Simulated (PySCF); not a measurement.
**SCS-MP2/ccECP-aug-cc-pVDZ (core potential) run of CH4FIn (SMILES [CH3][InH][F])**

Aim: the vertical ionisation energy of CH4FIn at SCS-MP2/ccECP-aug-cc-pVDZ (core potential), from 2 runs. The job is set up through a Python script.

Program for the calculation: PySCF 2.14.0.

3 further runs of the same task are left out: 1 that didn't finish, 2 set aside as unsound or not needed.

## 1. The structure to begin with

CH4FIn: 7 atoms, total charge 0, spin state singlet. SMILES: `[CH3][InH][F]`. Geometry: a GFN2-xTB relaxation, a rough one for these elements and not checked as a minimum.

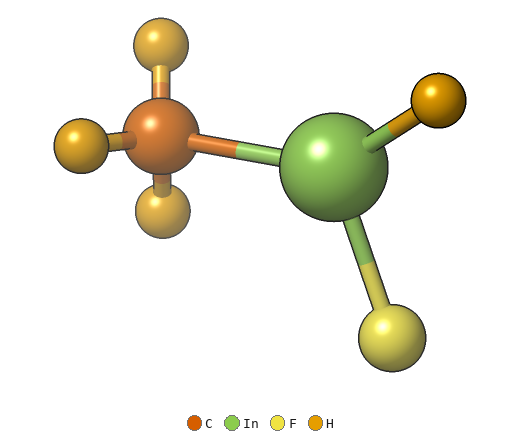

The structure, seen from a chosen angle (carbon orange, indium green, fluorine yellow, hydrogen amber).

## 2. A single-point energy at SCS-MP2/ccECP-aug-cc-pVDZ (core potential)

Contents of input.py:

```python
from pyscf import gto, mp

mol = gto.M(
    atom='''
C     -1.820260     0.861488    -0.554805
In     2.030284    -0.617185     0.149383
F      1.932869    -2.808473     3.145544
H     -2.288798     0.810693    -2.549411
H     -3.015493    -0.408370     0.531296
H     -1.944642     2.775422     0.174648
H      5.106040    -0.613575    -0.896637
''',
    verbose=4,
    basis='ccecp-aug-cc-pvdz',
    max_memory=1860,
    ecp={'C': 'ccecp', 'In': 'ccecp', 'F': 'ccecp', 'H': 'ccecp'},
    unit='bohr',
)

myscf = mol.RHF()
myscf.kernel()

pt = mp.MP2(myscf).run()
e_final = myscf.e_tot + 1.2 * pt.e_corr_os + pt.e_corr_ss / 3
print(f'total energy: {e_final:.8f} hartree')
dip = myscf.dip_moment()
pop, q = myscf.mulliken_pop()
```

Command:

```
OMP_NUM_THREADS=1 python input.py
```

Output:

```text
PySCF version 2.14.0

[INPUT] num. atoms = 7
[INPUT] num. electrons = 18
[INPUT] charge = 0
[INPUT] spin (= nelec alpha-beta = 2S) = 0
[INPUT] symmetry False subgroup None
[INPUT] Mole.unit = bohr
[INPUT] Symbol           X                Y                Z      unit          X                Y                Z       unit  Magmom
[INPUT]  1 C     -0.963240109949   0.455879817081  -0.293590162504 AA   -1.820260000000   0.861488000000  -0.554805000000 Bohr   0.0
[INPUT]  2 In     1.074380024496  -0.326600236922   0.079050079299 AA    2.030284000000  -0.617185000000   0.149383000000 Bohr   0.0
[INPUT]  3 F      1.022830226494  -1.486179909084   1.664550200746 AA    1.932869000000  -2.808473000000   3.145544000000 Bohr   0.0
[INPUT]  4 H     -1.211179741999   0.429000260652  -1.349090202469 AA   -2.288798000000   0.810693000000  -2.549411000000 Bohr   0.0
[INPUT]  5 H     -1.595730175289  -0.216100097623   0.281149735453 AA   -3.015493000000  -0.408370000000   0.531296000000 Bohr   0.0
[INPUT]  6 H     -1.029060229798   1.468690073086   0.092419741533 AA   -1.944642000000   2.775422000000   0.174648000000 Bohr   0.0
[INPUT]  7 H      2.702000006046  -0.324689907190  -0.474479866868 AA    5.106040000000  -0.613575000000  -0.896637000000 Bohr   0.0

nuclear repulsion = 27.4419980555083
number of shells = 44
number of NR pGTOs = 234
number of NR cGTOs = 102
basis = ccecp-aug-cc-pvdz
ecp = {'C': 'ccecp', 'In': 'ccecp', 'F': 'ccecp', 'H': 'ccecp'}

******** <class 'pyscf.scf.hf.RHF'> ********
method = RHF
initial guess = minao
damping factor = 0
level_shift factor = 0
DIIS = <class 'pyscf.scf.diis.CDIIS'>
diis_start_cycle = 1
diis_space = 8
diis_damp = 0
SCF conv_tol = 1e-09
SCF conv_tol_grad = None
SCF max_cycles = 50
direct_scf = True
direct_scf_tol = 1e-13
Set gradient conv threshold to 3.16228e-05
Initial guess from minao.
init E= -32.9683146477213
  HOMO = -0.31359055740205  LUMO = -0.0150615827424547  gap/eV = 8.12339
cycle= 1 E= -33.6216382139147  delta_E= -0.653  |g|= 0.583  |ddm|= 6.11
  HOMO = -0.35737404560378  LUMO = 0.0115059000253575  gap/eV = 10.03773
cycle= 2 E= -33.6731347130635  delta_E= -0.0515  |g|= 0.435  |ddm|= 2.63
  HOMO = -0.3989005774184  LUMO = 0.0143500626632964  gap/eV = 11.24512
cycle= 3 E= -33.7048560441733  delta_E= -0.0317  |g|= 0.0332  |ddm|= 0.512
  HOMO = -0.399601657605578  LUMO = 0.0154879968676789  gap/eV = 11.29516
cycle= 4 E= -33.7055539893952  delta_E= -0.000698  |g|= 0.00858  |ddm|= 0.252
  HOMO = -0.397524905512403  LUMO = 0.0155670257253806  gap/eV = 11.24080
cycle= 5 E= -33.7055889332372  delta_E= -3.49e-05  |g|= 0.00286  |ddm|= 0.0546
  HOMO = -0.398082522983375  LUMO = 0.015522724960074  gap/eV = 11.25477
cycle= 6 E= -33.7055931278321  delta_E= -4.19e-06  |g|= 0.000658  |ddm|= 0.0235
  HOMO = -0.398022052730748  LUMO = 0.0155314759411991  gap/eV = 11.25336
cycle= 7 E= -33.7055935309336  delta_E= -4.03e-07  |g|= 0.000194  |ddm|= 0.00445
  HOMO = -0.398005087124982  LUMO = 0.015532534771292  gap/eV = 11.25293
cycle= 8 E= -33.7055935610289  delta_E= -3.01e-08  |g|= 3.21e-05  |ddm|= 0.00108
  HOMO = -0.398001278647426  LUMO = 0.0155329998287457  gap/eV = 11.25284
cycle= 9 E= -33.7055935617373  delta_E= -7.08e-10  |g|= 8.11e-06  |ddm|= 0.000212
  HOMO = -0.398001501798833  LUMO = 0.0155329383224434  gap/eV = 11.25285
Extra cycle  E= -33.705593561781  delta_E= -4.37e-11  |g|= 3.74e-06  |ddm|= 4.99e-05
converged SCF energy = -33.705593561781

******** <class 'pyscf.mp.mp2.RMP2'> ********
nocc = 9, nmo = 102
E(RMP2) = -34.1297676827341  E_corr = -0.424174120953124
E(SCS-RMP2) = -34.1295279046891  E_corr = -0.423934342908085
E_corr(same-spin) = -0.0981630025796125
E_corr(oppo-spin) = -0.326011118373512
total energy: -34.12952790 hartree
Dipole moment(X, Y, Z, Debye): -0.69437,  2.52128, -3.17693
 ** Mulliken pop  **
pop of  0 C 2s            1.55536
pop of  0 C 3s           -2.40947
pop of  0 C 4s            0.02440
pop of  0 C 2px           1.13120
pop of  0 C 2py           1.18505
pop of  0 C 2pz           1.19033
pop of  0 C 3px          -0.05149
pop of  0 C 3py          -0.60526
pop of  0 C 3pz          -0.71155
pop of  0 C 4px          -0.14861
pop of  0 C 4py          -0.06395
pop of  0 C 4pz          -0.06902
pop of  0 C 3dxy          0.00603
pop of  0 C 3dyz          0.00910
pop of  0 C 3dz^2         0.01379
pop of  0 C 3dxz          0.00641
pop of  0 C 3dx2-y2       0.00883
pop of  0 C 4dxy         -0.00915
pop of  0 C 4dyz         -0.01398
pop of  0 C 4dz^2        -0.02397
pop of  0 C 4dxz         -0.01363
pop of  0 C 4dx2-y2      -0.01404
pop of  1 In 5s           1.27230
pop of  1 In 6s           0.10996
pop of  1 In 7s           0.00943
pop of  1 In 5px          1.15362
pop of  1 In 5py          0.23943
pop of  1 In 5pz          0.33824
pop of  1 In 6px         -0.37043
pop of  1 In 6py         -0.07312
pop of  1 In 6pz         -0.10081
pop of  1 In 7px         -0.00110
pop of  1 In 7py          0.00192
pop of  1 In 7pz         -0.00165
pop of  1 In 5dxy         0.01385
pop of  1 In 5dyz         0.00404
pop of  1 In 5dz^2        0.01364
pop of  1 In 5dxz         0.02578
pop of  1 In 5dx2-y2      0.02473
pop of  1 In 6dxy         0.00308
pop of  1 In 6dyz         0.00104
pop of  1 In 6dz^2        0.00241
pop of  1 In 6dxz         0.01631
pop of  1 In 6dx2-y2      0.00659
pop of  2 F 2s            1.90919
pop of  2 F 3s            0.04516
pop of  2 F 4s            0.00596
pop of  2 F 2px           1.86628
pop of  2 F 2py           1.80195
pop of  2 F 2pz           1.76991
pop of  2 F 3px           0.05906
pop of  2 F 3py           0.06650
pop of  2 F 3pz           0.07154
pop of  2 F 4px           0.04314
pop of  2 F 4py           0.02014
pop of  2 F 4pz          -0.01557
pop of  2 F 3dxy          0.00001
pop of  2 F 3dyz          0.00016
pop of  2 F 3dz^2         0.00005
pop of  2 F 3dxz          0.00003
pop of  2 F 3dx2-y2       0.00002
pop of  2 F 4dxy          0.00029
pop of  2 F 4dyz          0.00146
pop of  2 F 4dz^2         0.00136
pop of  2 F 4dxz          0.00049
pop of  2 F 4dx2-y2       0.00050
pop of  3 H 1s            1.29790
pop of  3 H 2s           -0.09762
pop of  3 H 3s            0.58830
pop of  3 H 2px           0.03336
pop of  3 H 2py           0.02605
pop of  3 H 2pz           0.05871
pop of  3 H 3px           0.00619
pop of  3 H 3py           0.00420
pop of  3 H 3pz           0.01573
pop of  4 H 1s            1.28837
pop of  4 H 2s           -0.09816
pop of  4 H 3s            0.53898
pop of  4 H 2px           0.06272
pop of  4 H 2py           0.02895
pop of  4 H 2pz           0.03518
pop of  4 H 3px           0.00965
pop of  4 H 3py           0.00927
pop of  4 H 3pz           0.00759
pop of  5 H 1s            1.29472
pop of  5 H 2s           -0.09946
pop of  5 H 3s            0.55480
pop of  5 H 2px           0.02030
pop of  5 H 2py           0.06817
pop of  5 H 2pz           0.02720
pop of  5 H 3px           0.00584
pop of  5 H 3py           0.01479
pop of  5 H 3pz           0.00565
pop of  6 H 1s            1.30957
pop of  6 H 2s           -0.02170
pop of  6 H 3s           -0.32421
pop of  6 H 2px          -0.00699
pop of  6 H 2py          -0.00088
pop of  6 H 2pz          -0.00329
pop of  6 H 3px           0.00612
pop of  6 H 3py           0.00006
pop of  6 H 3pz           0.00067
 ** Mulliken atomic charges  **
charge of    0C =      3.00360
charge of    1In =      0.31074
charge of    2F =     -0.64762
charge of    3H =     -0.93281
charge of    4H =     -0.88255
charge of    5H =     -0.89200
charge of    6H =      0.04065
```

It took 5.1 s on 1 thread of Arm Neoverse V2, shared host; peak memory 0.26 GiB.

## 3. The doublet cation, same level

Contents of calc.py:

```python
from pyscf import gto, scf, mp

mol = gto.M(
    atom='''
C     -1.820260     0.861488    -0.554805
In     2.030284    -0.617185     0.149383
F      1.932869    -2.808473     3.145544
H     -2.288798     0.810693    -2.549411
H     -3.015493    -0.408370     0.531296
H     -1.944642     2.775422     0.174648
H      5.106040    -0.613575    -0.896637
''',
    max_memory=1860,
    verbose=4,
    unit='bohr',
    basis='ccecp-aug-cc-pvdz',
    ecp={'C': 'ccecp', 'In': 'ccecp', 'F': 'ccecp', 'H': 'ccecp'},
    charge=1,
    spin=1,
)

calc0 = scf.UHF(mol)
calc0.kernel()
if not calc0.converged:
    calc0 = calc0.newton().run(calc0.mo_coeff, calc0.mo_occ)

pt = mp.MP2(calc0).run()
etot = calc0.e_tot + 1.2 * pt.e_corr_os + pt.e_corr_ss / 3
print('Final energy', etot)
dip = calc0.dip_moment()
pop, q = calc0.mulliken_pop()
```

Command:

```
OMP_NUM_THREADS=1 python calc.py
```

Output:

```text
PySCF version 2.14.0

[INPUT] num. atoms = 7
[INPUT] num. electrons = 17
[INPUT] charge = 1
[INPUT] spin (= nelec alpha-beta = 2S) = 1
[INPUT] symmetry False subgroup None
[INPUT] Mole.unit = bohr
[INPUT] Symbol           X                Y                Z      unit          X                Y                Z       unit  Magmom
[INPUT]  1 C     -0.963240109949   0.455879817081  -0.293590162504 AA   -1.820260000000   0.861488000000  -0.554805000000 Bohr   0.0
[INPUT]  2 In     1.074380024496  -0.326600236922   0.079050079299 AA    2.030284000000  -0.617185000000   0.149383000000 Bohr   0.0
[INPUT]  3 F      1.022830226494  -1.486179909084   1.664550200746 AA    1.932869000000  -2.808473000000   3.145544000000 Bohr   0.0
[INPUT]  4 H     -1.211179741999   0.429000260652  -1.349090202469 AA   -2.288798000000   0.810693000000  -2.549411000000 Bohr   0.0
[INPUT]  5 H     -1.595730175289  -0.216100097623   0.281149735453 AA   -3.015493000000  -0.408370000000   0.531296000000 Bohr   0.0
[INPUT]  6 H     -1.029060229798   1.468690073086   0.092419741533 AA   -1.944642000000   2.775422000000   0.174648000000 Bohr   0.0
[INPUT]  7 H      2.702000006046  -0.324689907190  -0.474479866868 AA    5.106040000000  -0.613575000000  -0.896637000000 Bohr   0.0

nuclear repulsion = 27.4419980555083
number of shells = 44
number of NR pGTOs = 234
number of NR cGTOs = 102
basis = ccecp-aug-cc-pvdz
ecp = {'C': 'ccecp', 'In': 'ccecp', 'F': 'ccecp', 'H': 'ccecp'}

******** <class 'pyscf.scf.uhf.UHF'> ********
method = UHF
initial guess = minao
damping factor = 0
level_shift factor = 0
DIIS = <class 'pyscf.scf.diis.CDIIS'>
diis_start_cycle = 1
diis_space = 8
diis_damp = 0
SCF conv_tol = 1e-09
SCF conv_tol_grad = None
SCF max_cycles = 50
direct_scf = True
direct_scf_tol = 1e-13
number electrons alpha = 9  beta = 8
Set gradient conv threshold to 3.16228e-05
init E= -32.9683146477213
[... the frontier-level lines of each cycle are left out ...]

cycle= 1 E= -33.2224978766307  delta_E= -0.254  |g|= 0.451  |ddm|= 4.04
cycle= 2 E= -33.2965624158185  delta_E= -0.0741  |g|= 0.375  |ddm|= 1.85
cycle= 3 E= -33.348792143627  delta_E= -0.0522  |g|= 0.0471  |ddm|= 0.587
cycle= 4 E= -33.3525284098666  delta_E= -0.00374  |g|= 0.0179  |ddm|= 0.534
cycle= 5 E= -33.3532226519799  delta_E= -0.000694  |g|= 0.00821  |ddm|= 0.17
cycle= 6 E= -33.3534022768189  delta_E= -0.00018  |g|= 0.00298  |ddm|= 0.101
cycle= 7 E= -33.3534225302487  delta_E= -2.03e-05  |g|= 0.00116  |ddm|= 0.03
cycle= 8 E= -33.3534252451445  delta_E= -2.71e-06  |g|= 0.000451  |ddm|= 0.0133
cycle= 9 E= -33.3534256936645  delta_E= -4.49e-07  |g|= 0.000157  |ddm|= 0.00399
cycle= 10 E= -33.3534257562329  delta_E= -6.26e-08  |g|= 5.95e-05  |ddm|= 0.00129
cycle= 11 E= -33.3534257673256  delta_E= -1.11e-08  |g|= 3.02e-05  |ddm|= 0.000445
cycle= 12 E= -33.3534257699666  delta_E= -2.64e-09  |g|= 1.96e-05  |ddm|= 0.000223
cycle= 13 E= -33.3534257713429  delta_E= -1.38e-09  |g|= 9.89e-06  |ddm|= 0.000173
cycle= 14 E= -33.3534257718486  delta_E= -5.06e-10  |g|= 5.41e-06  |ddm|= 0.000144
Extra cycle  E= -33.3534257719347  delta_E= -8.61e-11  |g|= 4.5e-06  |ddm|= 2.8e-05
converged SCF energy = -33.3534257719347  <S^2> = 0.82369274  2S+1 = 2.0723829

******** <class 'pyscf.mp.ump2.UMP2'> ********
nocc = (np.int64(9), np.int64(8)), nmo = (102, 102)
E(UMP2) = -33.7430682210179  E_corr = -0.38964244908314
E(SCS-UMP2) = -33.7426439558872  E_corr = -0.389218183952474
E_corr(same-spin) = -0.0904070249391847
E_corr(oppo-spin) = -0.299235424143955
Final energy -33.74264395588719

WARN: System has nonzero charge 1; the dipole moment is origin-dependent.
Location of origin: [0. 0. 0.]

Dipole moment(X, Y, Z, Debye):  0.69901,  2.64528, -3.81212
 ** Mulliken pop       alpha | beta **
pop of  0 C 2s        0.83319 | 0.77908
pop of  0 C 3s       -1.15463 | -1.07654
pop of  0 C 4s       -0.10057 | 0.01921
pop of  0 C 2px       0.69626 | 0.10140
pop of  0 C 2py       0.66247 | 0.58340
pop of  0 C 2pz       0.66071 | 0.62988
pop of  0 C 3px       0.06548 | -0.06391
pop of  0 C 3py      -0.27625 | -0.29128
pop of  0 C 3pz      -0.32662 | -0.33269
pop of  0 C 4px      -0.11292 | -0.03210
pop of  0 C 4py      -0.04687 | -0.03347
pop of  0 C 4pz      -0.04487 | -0.03967
pop of  0 C 3dxy      0.00286 | 0.00239
pop of  0 C 3dyz      0.00458 | 0.00481
pop of  0 C 3dz^2     0.00655 | 0.00667
pop of  0 C 3dxz      0.00227 | 0.00261
pop of  0 C 3dx2-y2    0.00453 | 0.00404
pop of  0 C 4dxy     -0.00266 | -0.00523
pop of  0 C 4dyz     -0.00492 | -0.00622
pop of  0 C 4dz^2    -0.00849 | -0.01183
pop of  0 C 4dxz     -0.00588 | -0.00682
pop of  0 C 4dx2-y2   -0.00392 | -0.00767
pop of  1 In 5s        0.54840 | 0.73114
pop of  1 In 6s        0.06981 | 0.02134
pop of  1 In 7s        0.00142 | 0.00701
pop of  1 In 5px       0.50069 | 0.19395
pop of  1 In 5py       0.11742 | 0.10375
pop of  1 In 5pz       0.17600 | 0.21310
pop of  1 In 6px      -0.18523 | -0.10518
pop of  1 In 6py      -0.03354 | -0.03600
pop of  1 In 6pz      -0.05350 | -0.06633
pop of  1 In 7px      -0.00004 | 0.00218
pop of  1 In 7py       0.00054 | 0.00060
pop of  1 In 7pz      -0.00078 | -0.00124
pop of  1 In 5dxy      0.00855 | 0.00556
pop of  1 In 5dyz      0.00210 | 0.00187
pop of  1 In 5dz^2     0.00896 | 0.00541
pop of  1 In 5dxz      0.01639 | 0.00793
pop of  1 In 5dx2-y2    0.01442 | 0.00469
pop of  1 In 6dxy      0.00220 | 0.00182
pop of  1 In 6dyz      0.00043 | 0.00041
pop of  1 In 6dz^2     0.00068 | 0.00094
pop of  1 In 6dxz      0.00354 | 0.00509
pop of  1 In 6dx2-y2    0.00163 | 0.00296
pop of  2 F 2s        0.95958 | 0.95860
pop of  2 F 3s        0.02247 | 0.02265
pop of  2 F 4s       -0.00279 | -0.00418
pop of  2 F 2px       0.94074 | 0.91831
pop of  2 F 2py       0.89851 | 0.89479
pop of  2 F 2pz       0.87451 | 0.88060
pop of  2 F 3px       0.02848 | 0.03132
pop of  2 F 3py       0.03253 | 0.03314
pop of  2 F 3pz       0.03479 | 0.03449
pop of  2 F 4px       0.01112 | 0.01502
pop of  2 F 4py       0.00055 | 0.00053
pop of  2 F 4pz      -0.01499 | -0.01605
pop of  2 F 3dxy      0.00001 | 0.00000
pop of  2 F 3dyz      0.00009 | 0.00009
pop of  2 F 3dz^2     0.00003 | 0.00003
pop of  2 F 3dxz      0.00001 | 0.00001
pop of  2 F 3dx2-y2    0.00001 | 0.00001
pop of  2 F 4dxy      0.00024 | 0.00032
pop of  2 F 4dyz      0.00107 | 0.00102
pop of  2 F 4dz^2     0.00094 | 0.00091
pop of  2 F 4dxz      0.00040 | 0.00057
pop of  2 F 4dx2-y2    0.00036 | 0.00036
pop of  3 H 1s        0.60881 | 0.63423
pop of  3 H 2s       -0.03336 | -0.04314
pop of  3 H 3s        0.22566 | 0.24409
pop of  3 H 2px       0.01227 | 0.00365
pop of  3 H 2py       0.01057 | 0.01049
pop of  3 H 2pz       0.03356 | 0.03109
pop of  3 H 3px       0.00296 | 0.00156
pop of  3 H 3py       0.00230 | 0.00198
pop of  3 H 3pz       0.01030 | 0.00877
pop of  4 H 1s        0.60988 | 0.61898
pop of  4 H 2s       -0.03279 | -0.04595
pop of  4 H 3s        0.20599 | 0.23701
pop of  4 H 2px       0.03834 | 0.01844
pop of  4 H 2py       0.00754 | 0.01771
pop of  4 H 2pz       0.01536 | 0.01787
pop of  4 H 3px       0.00507 | 0.00524
pop of  4 H 3py       0.00592 | 0.00373
pop of  4 H 3pz       0.00479 | 0.00375
pop of  5 H 1s        0.60865 | 0.63068
pop of  5 H 2s       -0.03477 | -0.04439
pop of  5 H 3s        0.20770 | 0.23318
pop of  5 H 2px      -0.00005 | 0.00233
pop of  5 H 2py       0.03964 | 0.03013
pop of  5 H 2pz       0.01127 | 0.01322
pop of  5 H 3px       0.00273 | 0.00073
pop of  5 H 3py       0.00954 | 0.00881
pop of  5 H 3pz       0.00338 | 0.00286
pop of  6 H 1s        0.80012 | 0.35957
pop of  6 H 2s       -0.00914 | -0.01250
pop of  6 H 3s       -0.21249 | -0.10108
pop of  6 H 2px      -0.00140 | 0.00507
pop of  6 H 2py      -0.00030 | -0.00017
pop of  6 H 2pz      -0.00152 | -0.00109
pop of  6 H 3px       0.00392 | 0.00336
pop of  6 H 3py       0.00003 | 0.00005
pop of  6 H 3pz       0.00050 | 0.00018
In total             9.00000 | 8.00000
 ** Mulliken atomic charges   ( Nelec_alpha | Nelec_beta ) **
charge of  0C =      2.92365  (     0.85031      0.22604 )
charge of  1In =      0.69889  (     1.20010      1.10101 )
charge of  2F =     -0.56119  (     3.78865      3.77254 )
charge of  3H =     -0.76575  (     0.87305      0.89270 )
charge of  4H =     -0.73688  (     0.86010      0.87678 )
charge of  5H =     -0.72564  (     0.84809      0.87755 )
charge of  6H =      0.16693  (     0.57970      0.25337 )
```

Wall time 7.2 s (1 thread of Arm Neoverse V2, shared host); peak memory 0.26 GiB.

## 4. Results

Level: SCS-MP2/ccECP-aug-cc-pVDZ (core potential).

| quantity | value |
| --- | --- |
| singlet CH4FIn: total energy | -34.12953 Eh |
| singlet CH4FIn: dipole moment (Hartree–Fock density) | 4.11 D |
| singlet CH4FIn: HOMO energy (Hartree–Fock orbitals) | -10.83 eV |
| singlet CH4FIn: LUMO energy (Hartree–Fock orbitals) | 0.42 eV |
| singlet CH4FIn: HOMO–LUMO gap (Hartree–Fock orbitals) | 11.25 eV |
| singlet CH4FIn: correlation energy | -423.9 mEh |
| doublet cation: total energy | -33.74264 Eh |
| doublet cation: HOMO energy (Hartree–Fock orbitals) (highest over α and β) | -17.95 eV |
| doublet cation: LUMO energy (Hartree–Fock orbitals) (lowest over α and β) | -8.55 eV |
| doublet cation: correlation energy | -389.2 mEh |
| doublet cation: ⟨S²⟩ of the reference determinant | 0.824 |
| vertical ionisation energy (to the doublet cation) | 10.528 eV |

In words: Removing an electron at fixed nuclei costs 10.53 eV (1016 kJ/mol). Mulliken charges (doublet cation) of the mean-field density run from -0.77 on H4 to +2.92 on C1; in a basis this large or diffuse they mean little.
